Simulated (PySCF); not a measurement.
# C$_{3}$F$_{3}$ (SMILES [C-]#CC(F)(F)F) (charge −1): what the fields show

The calculation's input:

```
{"job": {"kind": "uv", "xc": "B3LYP", "basis": "def2-SVPD", "nstates": 8, "ntriplets": 3}, "charge": -1, "multiplicity": 1}
C      2.278104    -0.040852    -0.043066
C      1.044840    -0.018449    -0.022189
C     -0.373484     0.007012     0.003081
F     -0.973534     1.098579    -0.618512
F     -0.960381     0.024981     1.265519
F     -1.012423    -1.069281    -0.606406
```

Command:

```sh
OMP_NUM_THREADS=1 python probes_run.py task.json out
```

Geometry: GFN2-xTB.

These are results of PySCF 2.14.0, B3LYP/def2-SVPD, SCF density, gas phase, not measurements.

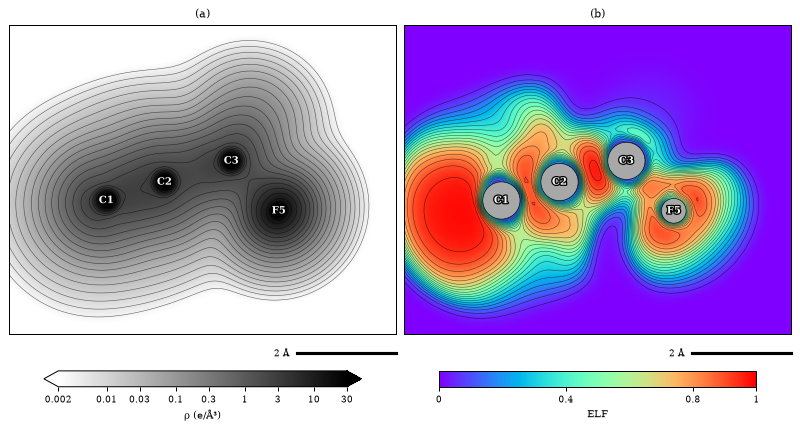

Figure 1. (a) total electron density; (b) electron localisation function on the plane of atoms C2, C3 and F5. Grey discs cover the atomic cores in the ELF map.

Interpret the plot.

Answer.
- Atoms in the plane: C and F.
- C–C (1.23 Å): ρ at the midpoint is about 2.7 e/Å³; the ELF peaks at about 0.90 between the atoms; a short, multiple covalent bond.
- C–F (1.39 Å): ρ is about 2.1 e/Å³ halfway, with its minimum of 1.7 e/Å³ about 0.5 Å from C; the ELF peaks at about 0.85 between the atoms (a polar covalent bond).
- C–C (1.42 Å): the density is about 2 e/Å³ at the midpoint; the ELF peaks at about 0.95 between the atoms: localised, covalent bonding.
- The ELF also peaks beside F5 and C1, away from the bonds: lone-pair regions.

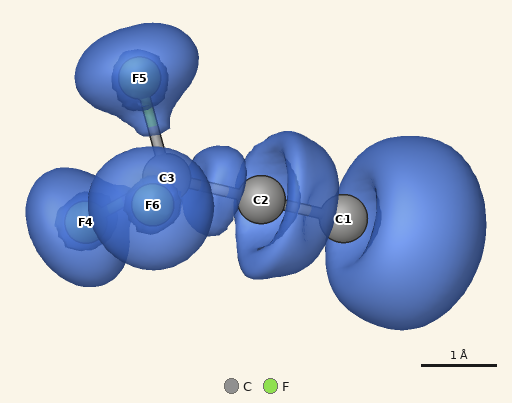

Figure 2. Isosurface of the ELF at 0.75 (blue), seen at a tilt. Core shells and regions of very low density are left out.

What do the ELF domains correspond to?

Answer. The surface consists of two regions between bonded C–C atoms (shared pairs), three regions on F in which the atom's valence shell and bonds are merged and one lobe on C, pointing away from the bonds (lone pairs).
